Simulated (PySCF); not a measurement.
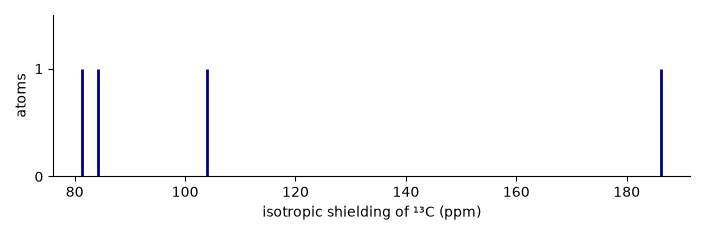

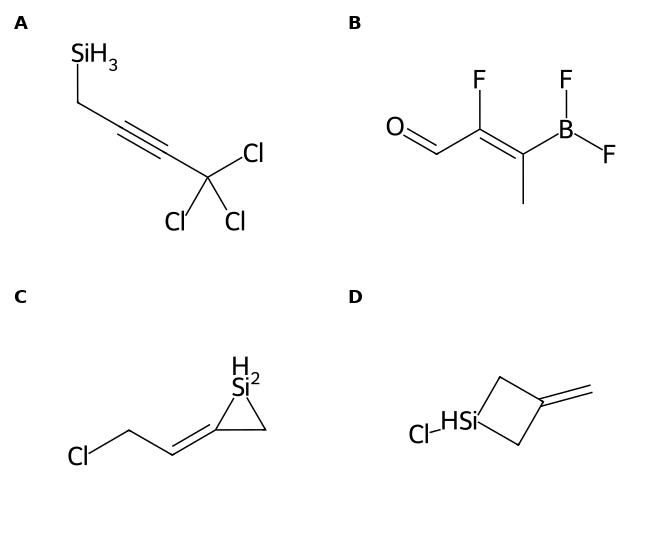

The sticks are computed shieldings of one of the molecules, for one fixed geometry (GFN2-xTB) without averaging over rotations. Low shielding means a high chemical shift. Method: GIAO PBE0/pcSseg-1 NMR shielding, non-relativistic, gas phase (PySCF 2.14.0).

Which molecule gives this pattern?

A, `[SiH3]CC#CC(Cl)(Cl)Cl`. Its 4 C atoms give lines at 81.3, 84.2, 104.1, 186.3 ppm.

The geometry is semi-empirical. Around B, Si such bond lengths and angles can be off by a tenth of an ångström or more and by several degrees, and values that hang on the shape move with them.
